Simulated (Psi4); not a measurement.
**B2PLYP/def2-SV(P) (density fitting, core potential, density fitting for correlation, sweep point 1) run of SnH3Cl (SMILES [Cl][SnH3])**

What is the vertical electron affinity of SnH3Cl at B2PLYP/def2-SV(P) (density fitting, core potential, density fitting for correlation, sweep point 1)? 

The results are computed with Psi4 1.11.

## (1) The structure to begin with

The species is SnH3Cl (5 atoms), meant as a singlet with charge 0. As SMILES, `[Cl][SnH3]`. Geometry: relaxed at PBE0-D4/def2-TZVP.

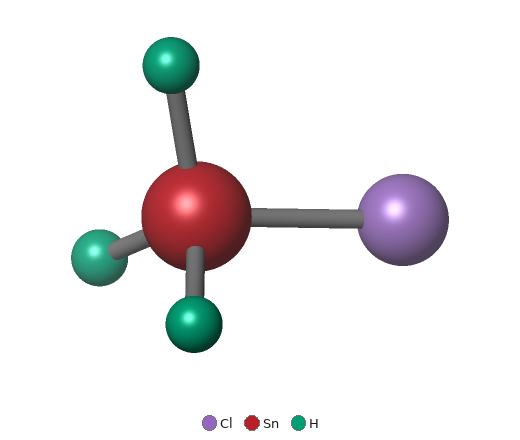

Viewed from a chosen angle; chlorine purple, tin red, hydrogen teal.

## (2) A single-point energy at B2PLYP/def2-SV(P) (density fitting, core potential, density fitting for correlation, sweep point 1)

job.in reads:

```
memory 1600 MB

molecule mol {
  0 1
  Cl    -1.839400     0.332400     1.029900
  Sn     0.168900    -0.044500    -0.097500
  H     -0.120500     0.362900    -1.722400
  H      0.522700    -1.694200     0.111100
  H      1.318200     0.969900     0.637400
  symmetry c1
}

set basis def2-SV(P)
set reference rks
set puream true
set scf_type df
set dft_radial_points 99
set dft_spherical_points 590
set num_frozen_docc 9

e_tot = energy('b2plyp')
print_variables()
```

On the command line:

```
$ psi4 -i job.in -o job.out -n 1
```

job.out:

```text
[...]
    !!!  WARNING: ECP capability is in beta. Please check occupations closely.  !!!
[...]
  Running in c1 symmetry.
[...]
  Nuclear repulsion =  114.226496944951634
[...]
  Multiplicity = 1
[...]
  Nalpha       = 21
  Nbeta        = 21
[...]
    Number of basis functions: 50
[...]
   @DF-RKS iter   1:  -675.61791904492634   -1.53614e+00   4.64630e-03 ADIIS/DIIS
[...]
   @DF-RKS iter   7:  -675.64405157790350   -1.72433e-08   4.95703e-07 DIIS
[...]
    Orbital Energies [Eh]
    ---------------------
    Doubly Occupied:
       1A   -102.851967     2A     -9.885030     3A     -7.530111
       4A     -7.525137     5A     -7.525137     6A     -5.449352
       7A     -3.730080     8A     -3.725665     9A     -3.725665
      10A     -1.185751    11A     -1.180399    12A     -1.180398
      13A     -1.175133    14A     -1.175133    15A     -0.897029
      16A     -0.597450    17A     -0.412764    18A     -0.412757
      19A     -0.404810    20A     -0.352546    21A     -0.352544
[...]
  @DF-RKS Final Energy:  -675.64405157790350
   => Energetics <=
    Nuclear Repulsion Energy =            114.2264969449516343
    One-Electron Energy =               -1241.0903915816052177
    Two-Electron Energy =                 473.9116113199182792
    DFT Exchange-Correlation Energy =     -22.6917682611681855
    Empirical Dispersion Energy =           0.0000000000000000
    VV10 Nonlocal Energy =                  0.0000000000000000
    Total Energy =                       -675.6440515779034968
[...]
 Multipole Moments:
 ------------------------------------------------------------------------------------
     Multipole            Electronic (a.u.)      Nuclear  (a.u.)        Total (a.u.)
 ------------------------------------------------------------------------------------
 L = 1.  Multiply by 2.5417464519 to convert [e a0] to [Debye]
 Dipole X            :         28.3971498          -27.5373017            0.8598482
 Dipole Y            :         -5.3290835            5.1677867           -0.1612968
 Dipole Z            :        -15.9411918           15.4585340           -0.4826578
 Magnitude           :                                                    0.9991567
[...]
```

Run time: 9.3 s. Hardware: 1 thread of Intel Xeon at 2.70GHz, shared host; peak memory 0.58 GiB.

## (3) The doublet anion, same level

job.inp reads:

```
memory 1600 mb

molecule m {
  -1 2
  Cl    -1.839400     0.332400     1.029900
  Sn     0.168900    -0.044500    -0.097500
  H     -0.120500     0.362900    -1.722400
  H      0.522700    -1.694200     0.111100
  H      1.318200     0.969900     0.637400
  symmetry c1
}

set {
  basis def2-SV(P)
  reference uks
  puream true
  scf_type df
  dft_radial_points 99
  dft_spherical_points 590
  num_frozen_docc 9
  maxiter 100
}

e_tot, wfn = energy('b2plyp', return_wfn=True)
```

On the command line:

```
$ psi4 job.inp job.out -n 1
```

job.out:

```text
[...]
    !!!  WARNING: ECP capability is in beta. Please check occupations closely.  !!!
[...]
  Running in c1 symmetry.
[...]
  Nuclear repulsion =  114.226496944951634
[...]
  Multiplicity = 2
[...]
  Nalpha       = 22
  Nbeta        = 21
[...]
    Number of basis functions: 50
[...]
   @DF-UKS iter   1:  -675.48257426885561   -1.40080e+00   7.44672e-03 DIIS/ADIIS
[...]
   @DF-UKS iter  11:  -675.58488469916801   -7.18471e-08   4.63904e-07 DIIS
[...]
   @S^2 Observed:                7.553312590E-01
[...]
    Orbital Energies [Eh]
    ---------------------
    Alpha Occupied:
       1A   -102.619717     2A     -9.655597     3A     -7.300922
       4A     -7.295528     5A     -7.295528     6A     -5.212879
       7A     -3.491327     8A     -3.490097     9A     -3.490097
      10A     -0.948266    11A     -0.944563    12A     -0.944562
      13A     -0.939473    14A     -0.939473    15A     -0.686350
      16A     -0.384341    17A     -0.204186    18A     -0.202178
      19A     -0.202172    20A     -0.142869    21A     -0.142867
      22A      0.098540
    Alpha Virtual:
      23A      0.255678    24A      0.272271    25A      0.272279
[...]
  @DF-UKS Final Energy:  -675.58488469916801
   => Energetics <=
    Nuclear Repulsion Energy =            114.2264969449516343
    One-Electron Energy =               -1250.5772981511013313
    Two-Electron Energy =                 483.5732574551099106
    DFT Exchange-Correlation Energy =     -22.8073409481281537
    Empirical Dispersion Energy =           0.0000000000000000
    VV10 Nonlocal Energy =                  0.0000000000000000
    Total Energy =                       -675.5848846991680148
[...]
 Multipole Moments:
 ------------------------------------------------------------------------------------
     Multipole            Electronic (a.u.)      Nuclear  (a.u.)        Total (a.u.)
 ------------------------------------------------------------------------------------
 L = 1.  Multiply by 2.5417464519 to convert [e a0] to [Debye]
 Dipole X            :         27.5824294          -27.5373017            0.0451278
 Dipole Y            :         -5.1762035            5.1677867           -0.0084169
 Dipole Z            :        -15.4838533           15.4585340           -0.0253193
 Magnitude           :                                                    0.0524254
[...]
```

Run time: 14 s. Hardware: 1 thread of Intel Xeon at 2.70GHz, shared host; peak memory 0.58 GiB.

## (4) Results

At B2PLYP/def2-SV(P) (density fitting, core potential, density fitting for correlation, sweep point 1), 9 core orbitals frozen:

| quantity | value |
| --- | --- |
| singlet SnH3Cl: total energy | -675.72027 Eh |
| singlet SnH3Cl: HOMO energy (SCF part's orbitals) | -9.59 eV |
| singlet SnH3Cl: LUMO energy (SCF part's orbitals) | 0.55 eV |
| singlet SnH3Cl: HOMO–LUMO gap (SCF part's orbitals) | 10.15 eV |
| doublet anion: total energy | -675.66459 Eh |
| doublet anion: HOMO energy (SCF part's orbitals) (highest over α and β) | 2.68 eV |
| doublet anion: LUMO energy (SCF part's orbitals) (lowest over α and β) | 6.54 eV |
| doublet anion: ⟨S²⟩ | 0.755 |
| vertical electron affinity (to the doublet anion) | -1.515 eV |

In words: The anion lies 1.52 eV (35 kcal/mol) above the neutral: the electron isn't bound at this level, and such a value depends on the basis. Without diffuse functions anions come out too high. The HOMO (doublet anion) lies at positive energy, 2.68 eV; only total energies tell whether the electron is bound.
